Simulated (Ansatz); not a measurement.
# Resistivity from frozen vibrations: Cu(111) with 4 thermally displaced layers, 2x2

How much do lattice vibrations at 800 K scatter the electrons of Cu? Layers with random displacements are laid between perfect leads, and the resistance is followed against their length.

Main program and level: Ansatz 0.2.0; Ansatz plane-wave DFT, PBE, PAW files; ballistic transport by layer matching (Landauer), zero bias; PAW set soft_1.

**1. Set-up**

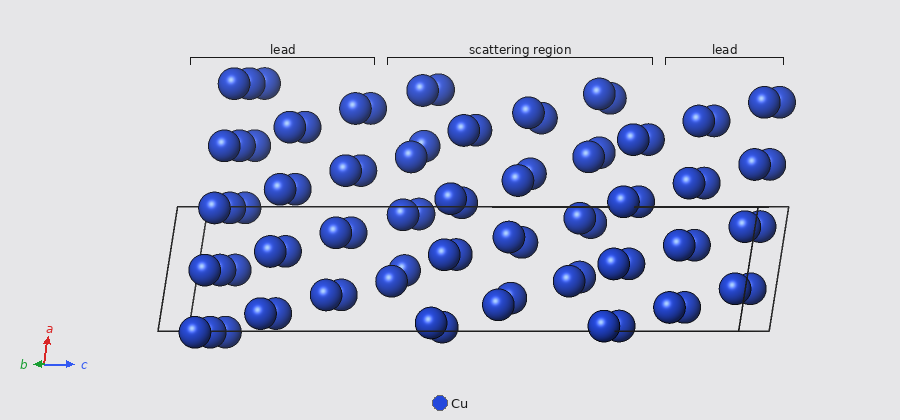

Start, viewed from the side, with the c axis across the page; copper blue. 2×1×1 cells are drawn. Some periodic images of atoms are drawn too.

The cell holds 40 atoms: 40 Cu. Its edges and angles: a = 5.112 Å, b = 5.112 Å, c = 20.923 Å, α = 93.5°, β = 86.5°, γ = 120.0°. It derives from Cu. Regions: lead, 24 atoms (24 Cu); scattering region, 16 atoms (16 Cu). The structure is stacked along c, and the current runs across the ab planes.

**2. With 4 displaced layers**

Each atom of 4 layers is moved at random, by amounts drawn from a normal law 0.1251 Å wide in each direction from the Debye model (343 K) at 800 K. The layers about the cell's end stay perfect and serve as the lead. Disorder leaves little or no symmetry, which makes such runs dear. Energies from -0.05 to 0.05 eV in steps of 0.05 eV are too few for the program's thermal sum, so it prints no conductance; for a metal the transmission near the Fermi level serves, at a fraction of the cost.

Contents of input.yaml:

```yaml
crystal:
  lattice:
    - [5.1123254594, 0.0, 0.0]
    - [-2.5561627297, 4.4274037203, 0.0]
    - [1.2780813649, -0.73790062, 20.8709812911]
  atoms:
    - { symbol: Cu, position: [0.9916666667, 0.0083333333, 0.05] }
    - { symbol: Cu, position: [0.9916666667, 0.5083333333, 0.05] }
    - { symbol: Cu, position: [0.4916666667, 0.0083333333, 0.05] }
    - { symbol: Cu, position: [0.4916666667, 0.5083333333, 0.05] }
    - { symbol: Cu, position: [0.1416666667, 0.3583333333, 0.15] }
    - { symbol: Cu, position: [0.1416666667, 0.8583333333, 0.15] }
    - { symbol: Cu, position: [0.6416666667, 0.3583333333, 0.15] }
    - { symbol: Cu, position: [0.6416666667, 0.8583333333, 0.15] }
    - { symbol: Cu, position: [0.2916666667, 0.2083333333, 0.25] }
    - { symbol: Cu, position: [0.2916666667, 0.7083333333, 0.25] }
    - { symbol: Cu, position: [0.7916666667, 0.2083333333, 0.25] }
    - { symbol: Cu, position: [0.7916666667, 0.7083333333, 0.25] }
    - { symbol: Cu, position: [0.9422372046, 0.0552402122, 0.3538388797] }
    - { symbol: Cu, position: [0.9363041876, 0.5435579829, 0.3521675059] }
    - { symbol: Cu, position: [0.4876616899, 0.0843922738, 0.3457816063] }
    - { symbol: Cu, position: [0.4018524596, 0.5407625302, 0.3502477199] }
    - { symbol: Cu, position: [0.0329229548, 0.4009061335, 0.4425316474] }
    - { symbol: Cu, position: [0.0663732588, 0.8926380131, 0.4481040049] }
    - { symbol: Cu, position: [0.6165976697, 0.4376635948, 0.4492295258] }
    - { symbol: Cu, position: [0.6153567029, 0.8898878647, 0.4521070536] }
    - { symbol: Cu, position: [0.26584708, 0.2602470807, 0.5455432492] }
    - { symbol: Cu, position: [0.2124235341, 0.7456191963, 0.5513199136] }
    - { symbol: Cu, position: [0.7141634032, 0.2522635107, 0.549045559] }
    - { symbol: Cu, position: [0.7575798334, 0.7647540676, 0.5521302074] }
    - { symbol: Cu, position: [0.873051942, 0.105454024, 0.654699377] }
    - { symbol: Cu, position: [0.9089118853, 0.5742679508, 0.6590748995] }
    - { symbol: Cu, position: [0.4353770725, 0.1306753335, 0.651585224] }
    - { symbol: Cu, position: [0.4026259895, 0.6514915392, 0.6617503586] }
    - { symbol: Cu, position: [0.0416666667, 0.4583333333, 0.75] }
    - { symbol: Cu, position: [0.0416666667, 0.9583333333, 0.75] }
    - { symbol: Cu, position: [0.5416666667, 0.4583333333, 0.75] }
    - { symbol: Cu, position: [0.5416666667, 0.9583333333, 0.75] }
    - { symbol: Cu, position: [0.1916666667, 0.3083333333, 0.85] }
    - { symbol: Cu, position: [0.1916666667, 0.8083333333, 0.85] }
    - { symbol: Cu, position: [0.6916666667, 0.3083333333, 0.85] }
    - { symbol: Cu, position: [0.6916666667, 0.8083333333, 0.85] }
    - { symbol: Cu, position: [0.8416666667, 0.1583333333, 0.95] }
    - { symbol: Cu, position: [0.8416666667, 0.6583333333, 0.95] }
    - { symbol: Cu, position: [0.3416666667, 0.1583333333, 0.95] }
    - { symbol: Cu, position: [0.3416666667, 0.6583333333, 0.95] }
kpoints:
  mp_grid: { grid: [5, 5, 1] }
hamiltonian:
  xc: pbe
  pseudopotentials: { kind: paw, azcp: { folder: soft_1 } }
scf:
  occupations: { method: fermi_dirac, width: 0.1 }
output:
  transmission:
    leads: [[0, 4]]
    kmesh: [10, 10]
    e_range: [-0.05, 0.05]
    de: 0.05
  write_potential: true
  write_density: true
  volumetric_format: npy
  elf: true
```

Command:

```console
> ansatz run input.yaml --threads 4 --pin off --max-ram 15360MiB --backend cpu --events-out ev --progress --plain --runs-dir out
```

Numbers of over 12 decimals in the logs are rounded to 6 here.

What it wrote:

```text
Engine: ansatz 0.2.0, aarch64-unknown-linux-gnu
Pseudopotentials: kind: paw
Pseudopotential: Cu, paw, valence charge 19, recommended cutoff 420 eV (normal), soft_1/Cu.paw.azcp
Functional definition: PBE
  parameter kappa = 0.804
  parameter beta = 0.066725
  exchange = pbe_x(kappa = kappa, mu = beta*pi^2/3)
  correlation = pbe_c(beta = beta)
Crystal: 40 atoms, lattice volume = 472.401 Å³
Basis set: ecut = 420 eV, 9295 PW (Γ)
Bands: 456, of which v1, the nominal top of the filled ones, is band 380 counted from 1 (379 counted from 0)
Symmetry: 1 space group operations
Space group: P1 (ITA 1), of the structure as read, at distance tolerance 7.8e-5 Å
k-points: 13 of 25 (time reversal used)
Non-local potential: Cu, projectors of the file, l = 0: 3, l = 1: 2, l = 2: 3, l = 3: 1
PAW form: soft (Blöchl's): semilocal exchange-correlation on the pseudo side does not see the compensation charge
PAW one-centre angular grid: Cu, 590 points (default); XC on 64 Gauss nodes
Initial density: superposition of atomic densities (chi_scale 0.1, normalization cell)
Initial wavefunctions: pseudopotential atomic-orbital guess
Functional: x = pbe(κ = 0.804, μ = 0.219515), c = pbe(β = 0.066725)
SCF iter   1: F=—  HF=-265040.847271 eV  |F-HF|=—  |Δ(HF+E_count)|=         —  Δρ=2.65e-1  dr2=1.99e2  ethr=3.10e-3  ⟨swp⟩=4.8  Hψ=17979  notcnv=0  defer=23
preconditioner: auto → Kerker (q_TF=auto, 2.953 Å⁻¹)  [metal: Δε(μ)=0.007 eV  Ē_g=9.145 eV  σ=0.100 eV  W_gap=0.02  n_scr=218 (ndim 8)  ℏωp=35.8 eV  f_vac=0.000  D(μ)=22.66/eV (n_scr^D=212)]
SCF iter   2: F=—  HF=-265010.902763 eV  |F-HF|=—  |Δ(HF+E_count)|=    2.99e1  Δρ=7.24e-2  dr2=1.95e1  ethr=3.10e-3  ⟨swp⟩=2.0  Hψ=11386  notcnv=0  defer=690
SCF iter   3: F=—  HF=-265005.595988 eV  |F-HF|=—  |Δ(HF+E_count)|=    5.31e0  Δρ=4.42e-2  dr2=7.40e0  ethr=2.56e-3  ⟨swp⟩=2.0  Hψ=7042  notcnv=0  defer=702
SCF iter   4: F=—  HF=-265004.239708 eV  |F-HF|=—  |Δ(HF+E_count)|=    1.36e0  Δρ=8.82e-3  dr2=2.41e-1  ethr=9.73e-4  ⟨swp⟩=2.0  Hψ=8207  notcnv=0  defer=702
SCF iter   5: F=—  HF=-265004.594740 eV  |F-HF|=—  |Δ(HF+E_count)|=   3.55e-1  Δρ=5.47e-3  dr2=1.24e-1  ethr=3.17e-5  ⟨swp⟩=2.0  Hψ=9952  notcnv=0  defer=716
SCF iter   6: F=—  HF=-265004.574805 eV  |F-HF|=—  |Δ(HF+E_count)|=   1.99e-2  Δρ=1.06e-3  dr2=4.88e-3  ethr=1.63e-5  ⟨swp⟩=2.2  Hψ=7845  notcnv=0  defer=716
SCF iter   7: F=—  HF=-265004.583682 eV  |F-HF|=—  |Δ(HF+E_count)|=   8.88e-3  Δρ=2.91e-4  dr2=5.21e-4  ethr=6.42e-7  ⟨swp⟩=2.0  Hψ=10148  notcnv=0  defer=716
SCF iter   8: F=—  HF=-265004.583682 eV  |F-HF|=—  |Δ(HF+E_count)|=   3.10e-7  Δρ=1.39e-4  dr2=7.46e-5  ethr=6.86e-8  ⟨swp⟩=2.2  Hψ=7989  notcnv=0  defer=716
SCF iter   9: F=—  HF=-265004.583642 eV  |F-HF|=—  |Δ(HF+E_count)|=   3.98e-5  Δρ=1.06e-4  dr2=4.97e-5  ethr=9.82e-9  ⟨swp⟩=2.0  Hψ=10107  notcnv=0  defer=716
SCF iter  10: F=—  HF=-265004.583635 eV  |F-HF|=—  |Δ(HF+E_count)|=   6.83e-6  Δρ=2.27e-5  dr2=4.80e-6  ethr=6.54e-9  ⟨swp⟩=2.0  Hψ=10099  notcnv=0  defer=716
SCF iter  11: F=—  HF=-265004.583636 eV  |F-HF|=—  |Δ(HF+E_count)|=   3.37e-7  Δρ=5.95e-6  dr2=4.89e-7  ethr=6.31e-10  ⟨swp⟩=2.1  Hψ=7876  notcnv=0  defer=716
SCF iter  12: F=—  HF=-265004.583636 eV  |F-HF|=—  |Δ(HF+E_count)|=   6.17e-9  Δρ=6.78e-6  dr2=2.12e-7  ethr=1.32e-11  ⟨swp⟩=7.2  Hψ=20624  notcnv=0
SCF iter  13: F=—  HF=-265004.583636 eV  |F-HF|=—  |Δ(HF+E_count)|=  2.91e-10  Δρ=2.85e-6  dr2=4.38e-8  ethr=1.32e-11  ⟨swp⟩=2.0  Hψ=10934  notcnv=0
SCF iter  14: F=-265004.583636 eV  HF=-265004.583636 eV  |F-HF|=1.94e-8  |Δ(HF+E_count)|=   1.15e-8  Δρ=1.73e-6  dr2=2.21e-8  ethr=5.77e-12  ⟨swp⟩=2.0  Hψ=10932  notcnv=0
SCF 1 converged in 14 iterations: F = -265004.583636 eV  dr2 = 2.21e-8
  greatest PAW one-centre occupation: 1.000 electrons in one spin orbital (limit 2), on the Cu atom at site 20 (counted from 0), in its partial waves of l = 0
transmission: 165 of 1612 steps passed
transmission: 324 of 1612 steps passed
[...]
transmission: 1612 of 1612 steps passed
SCF converged after 14 iterations
Free energy (F): -265004.583636 eV
Harris-Foulkes:  -265004.583636 eV  (|F-HF|=1.94e-8)
Internal energy: -265004.083754 eV  (E = F + TS)
E sigma→0 (E₀):  -265004.333695 eV
Entropy (-TS):   -0.499882 eV (-12.497 meV/atom)
Fermi energy:    16.345033 eV
--- Per-component energies (eV) ---
  E_band       = -14707.245859
  E_kinetic    = 10484.791491
  E_local      = -181689.171498  (includes V_loc(G=0)·N_el)
  E_nonlocal   = 35598.069081
  E_hartree    = 77064.605409
  E_xc         = -2764.064118
  E_vxc        = -3569.343073  (∫ρ·V_xc dr)
  E_paw        = -72602.214109  (= ΣΔE_a)
  E_vpaw       = -29660.820106  (= ΣTr[D̂ρ^β])
  E_aug_tail   = 0.040073  (compensation charges beyond the density's cutoff)
  E_ewald      = -131096.140083
  E_smearing   = -0.499882  (= −TS)
  E_closure    = -0.000000  (closes the sum)
  Σ components = -265004.583636   (vs F -265004.583636, Δ=0.00e0)
--- Band table (eV; the first three rows and the last of 13) ---
  k-point 0: bands = [... 376 lower, 16.2919, 16.6401, 16.6729, 16.7063, 16.7522, 17.0053, 17.0676, 17.2274, ... 72 higher]
  k-point 1: bands = [... 376 lower, 15.9995, 16.0686, 16.1233, 16.2796, 16.3754, 16.4585, 16.4988, 16.5716, ... 72 higher]
  k-point 2: bands = [... 376 lower, 16.1177, 16.1281, 16.1835, 16.2444, 16.2989, 16.3796, 16.5278, 16.6705, ... 72 higher]
  k-point 12: bands = [... 376 lower, 15.3507, 15.9902, 16.1021, 16.2882, 16.3588, 16.6385, 16.8467, 17.6152, ... 72 higher]
--- Transmission ---
  basis      : 199 plane waves across, 31 finite elements along
  points     : 52, standing for a mesh of 10 x 10
  energies   : 3 from -0.050000 to 0.050000 eV about the Fermi level, 0.050000 eV apart; the leads are filled to 0.000000 eV, and channels, transmission and decay are at 0.000000 eV
  crystal 0  : Cu4, at the sites [0, 4], period 2.0871 Å, over 12.52 Å; its Hamiltonian steps by up to 7.0 meV
    offset         : up to 0.0000 Å between an atom of the period and one for which it stands
    channels       : 3.210000e0 a spin
    conductance    : none, the energies end too early or step too widely for 300 K: set another output.transmission.e_range or a lower de, or, where they end at an eighth of basis.ecutwfc, a higher one
  junction   : crystal 0 to crystal 0, 0.70 to 19.48 Å
    transmission   : 3.009860e0 a spin
    conductance    : none, the energies end too early or step too widely for 300 K: set another output.transmission.e_range or a lower de, or, where they end at an eighth of basis.ecutwfc, a higher one
```

The job ended after 9 min (4 threads of Arm Neoverse V1, shared host; peak memory 4.9 GiB).

This step gave:

| Property | Result |
| --- | --- |
| free energy | -265004.5836 eV |
| energy at zero smearing | -265004.3337 eV |
| Fermi energy | 16.35 eV |
| cell area | 22.63 Å² |
| transmission per spin nearest the Fermi level | 3.010 |
| open channels per spin nearest the Fermi level | 3.21 |
| step of the lead's potential | 7 meV |

Per spin. Table of transmission, zone mean by energy, zero at the Fermi level:

```tsv
energy (eV)	transmission, zone mean
-0.0500	2.99
0.0000	3.01
0.0500	3.02
```

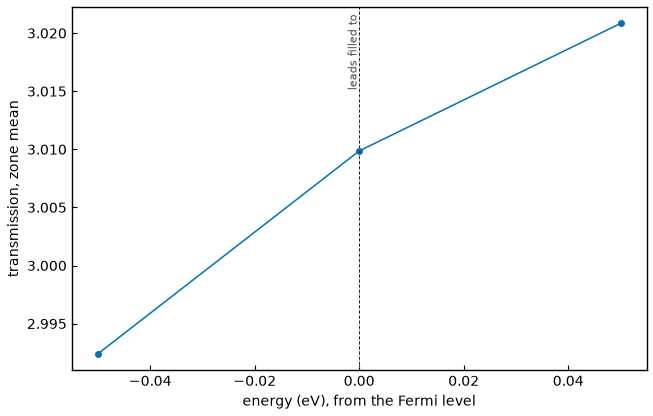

Transmission, zone mean, plotted against energy.

Per spin. The open channels, zone mean, lead stays at 3.21 for energy from -0.05 to 0.05 eV.

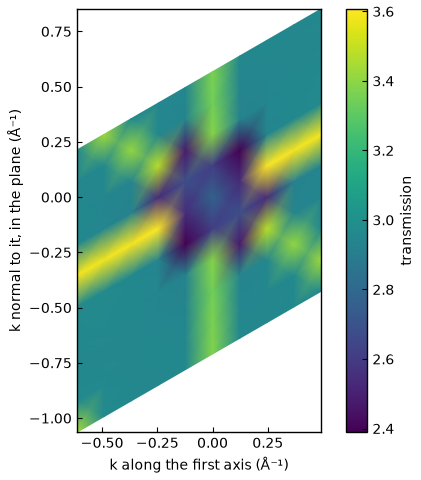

Transmission over k1 and k2. At 0.0000 eV from the Fermi level.

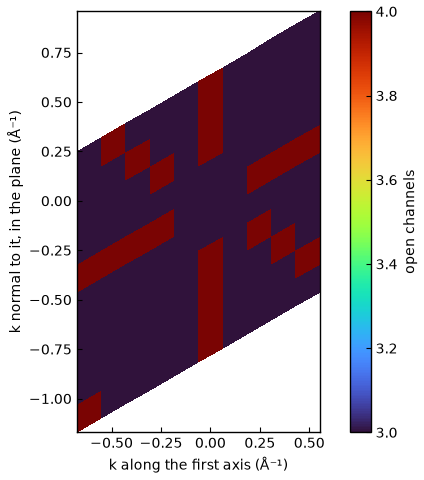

Open channels over k1 and k2. At 0.0000 eV from the Fermi level.

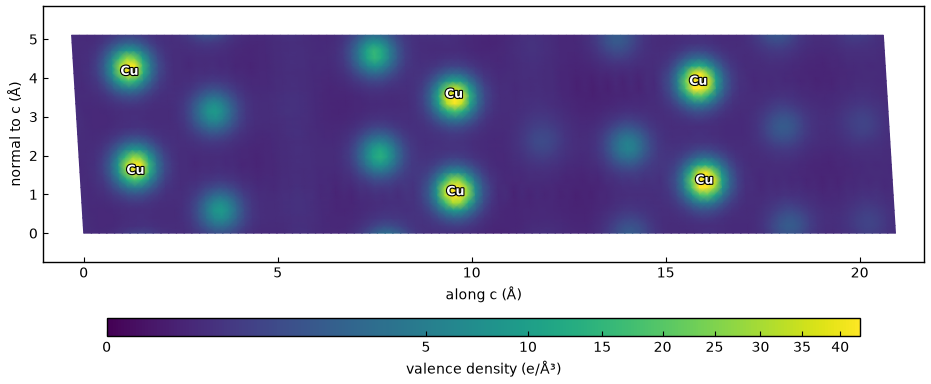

Valence density in the cb plane at fractional x = 0.033, with atoms of Cu within 0.2 Å of it. It is the smooth field of the valence electrons, not physical close to the nuclei. The map starts off the cell's origin, so that atoms lie inside it. The colour scale is stretched toward low values.

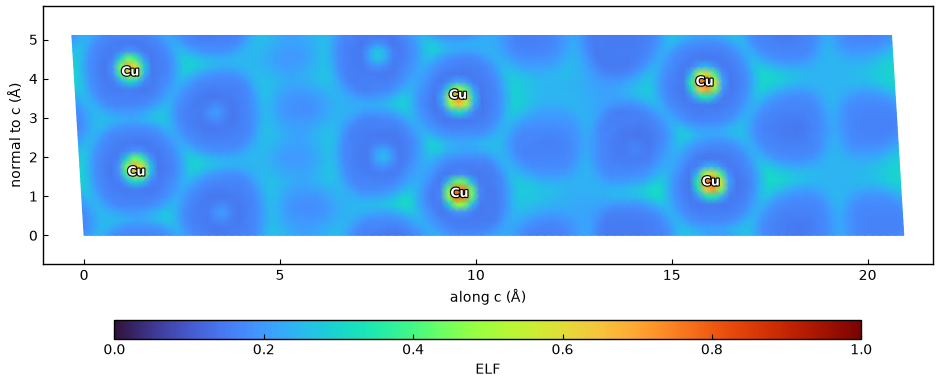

ELF in the cb plane at fractional x = 0.033, with atoms of Cu within 0.2 Å of it. It is the smooth field of the valence electrons, not physical close to the nuclei. The map starts off the cell's origin, so that atoms lie inside it.

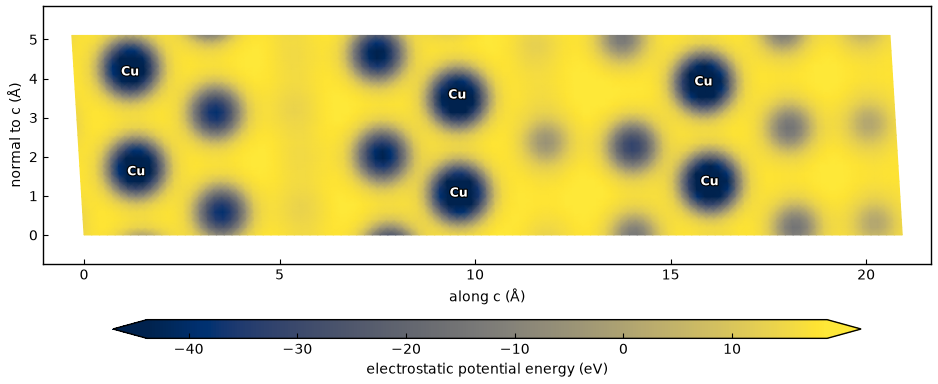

Electrostatic potential energy in the cb plane at fractional x = 0.033, with atoms of Cu within 0.2 Å of it. With pseudopotentials it is smooth inside the atoms' cores, unlike the true potential. The map starts off the cell's origin, so that atoms lie inside it.

Over the solved energies the transmission per spin lies between 2.99 and 3.02, out of 3.21 channels of the lead on average (up to 3.21).

(Part 1 of 2 ends here.)

[Logs are printed without paths, hosts, clocks, repeated set-up lines and the standing remarks that a program may print on its own settings, such as how far it seeks lower states.]

[Hosts, paths, dates, database ids (printed as entryN), source tags and the programs' standing remarks are cut or masked in the printed files.]
